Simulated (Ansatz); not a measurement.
**GeH4···CH2F (doublet): density, localisation and related maps**

```xyz
9

H     0.0175   -0.1897    0.4257
C    -1.0447    0.7476   -2.2394
F    -0.5169   -0.4589   -2.4643
Ge    0.7781   -0.5173    1.7177
H    -0.3246    1.5512   -2.1506
H    -2.0056    0.7395   -1.7401
H     2.1862    0.0923    1.6511
H     0.0250    0.0751    2.9184
H     0.8849   -2.0398    1.8816
```

The calculation used Ansatz, UKS PBE0-D4/def2-mTZVP.

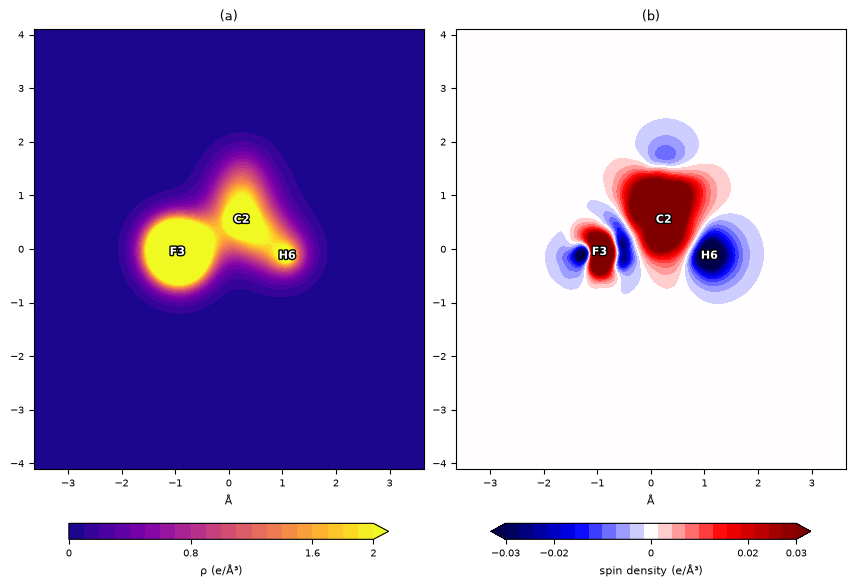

Figure 1. (a) total electron density; (b) spin density (α minus β) on the plane of atoms F3, C2 and H6.

Read the bonding off the picture.

The plane passes through C, F and H nuclei.
C–F (1.34 Å): ρ is about 2.3 e/Å³ halfway.
C–H (1.08 Å): ρ is about 2.1 e/Å³ halfway.
The unpaired spin (1 electron) lies mostly on C2 (about 0.8) and F3 (about 0.1), in electrons by Hirshfeld's partition.

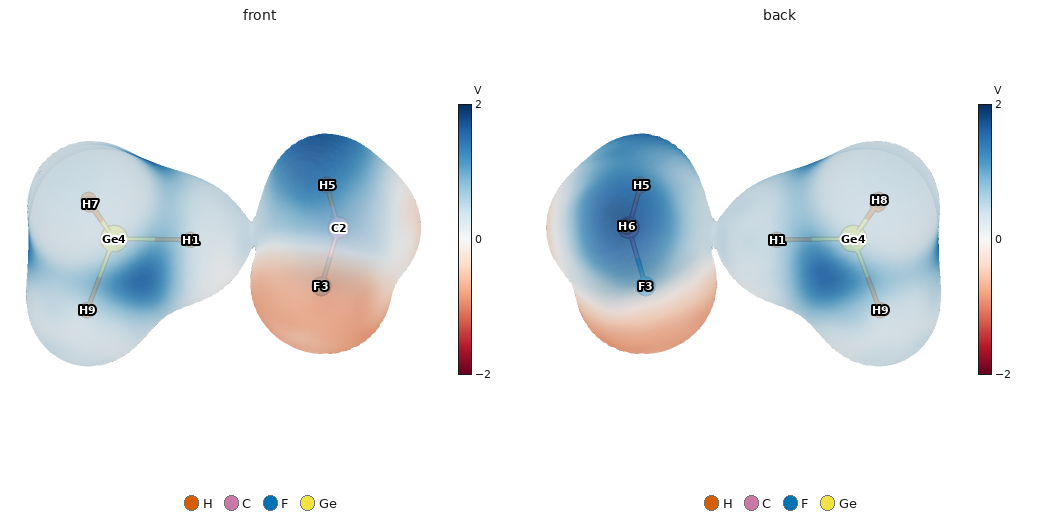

Figure 2. The molecular electrostatic potential painted on the density surface at 0.004 e/bohr³, seen from the front and from behind; the colour scale runs from red (negative) to blue (positive).

Which sites attract a positive test charge, and which a negative one?

A positive charge is drawn to the negative regions and a negative charge to the positive ones. The most negative region (about −0.8 V) lies over F3, the most positive (about +1.7 V) over H5 and H6.

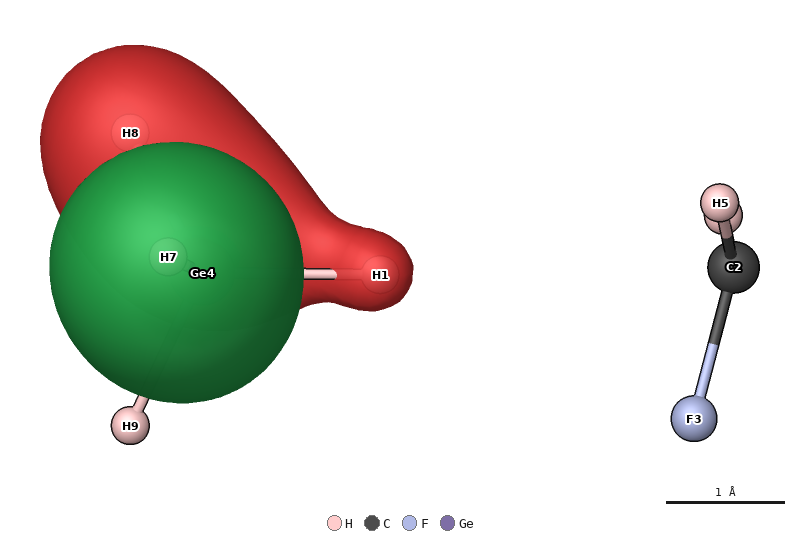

Figure 3. The HOMO−1 (β) at ±0.15 Å⁻³ᐟ² (green and red are the two phases), seen across its widest extent.

What is the character of this orbital?

By Hirshfeld shares it lies mainly on Ge4 (about 45 %), H7 (about 35 %) and H8 (about 15 %). Its energy is −9.69 eV.
